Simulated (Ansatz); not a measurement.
```sh
ansatz run in.yaml --threads 4 --pin off --events-out ev --progress --plain --max-ram 5222MiB
```

```yaml
crystal:
  periodic: [false, false, false]
  atoms:
    - {symbol: Br, position_ang: [-1.918100, 0.916900, -1.224900]}
    - {symbol: In, position_ang: [0.122000, 0.022900, 0.224300]}
    - {symbol: H, position_ang: [0.687600, -1.730000, 0.204900]}
    - {symbol: H, position_ang: [0.946500, 1.109400, 1.222700]}
basis:
  gaussian: {orbitals: def2-TZVPP}
hamiltonian: {xc: {name: B3LYP}, dispersion: d4}
output: {forces: true}
```

Geometry: atoms displaced at random (about 0.13 Å) from a stationary point of GFN2-xTB.

What structure does this define?

The molecule is BrH₂In. Its SMILES string is `[Br][InH2]`. All atoms lie on one plane. Coordination: 1 In trigonal planar.

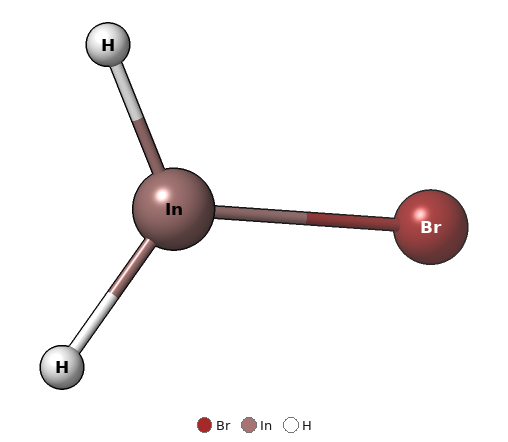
